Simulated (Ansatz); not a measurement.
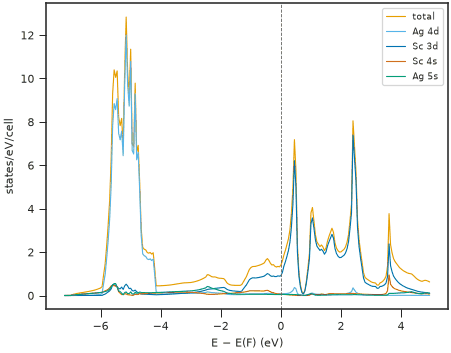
Total and projected density of states of ScAg (CsCl type, space group No. 221), DFT-PBEsol in the program Ansatz with PAW potentials

### Question
Which orbitals carry the states next to the Fermi level?

### Answer
Within 0.5 eV of the Fermi level: Sc 3d 76 %, outside the projected shells 13 %. Projections are on Löwdin-orthogonalised atomic valence shells; empty p or d shells of many metals are not among them.

### Question
Where is the tallest occupied peak in this window, and what makes it?

### Answer
Near -5.1 eV, about 13 states/eV per cell; the largest projected share is Ag 4d.

Space group Pm-3m (CsCl type). The workflow started from an entry of the Crystallography Open Database (COD). Its standing as an ambient phase is unchecked. The cell was relaxed with PBEsol under the symmetry of its start; whether a distortion lowers the energy is not shown. No spin polarisation was allowed. Spin–orbit coupling is left out wherever it is not named.

Potentials: the later of the program's two PAW sets.
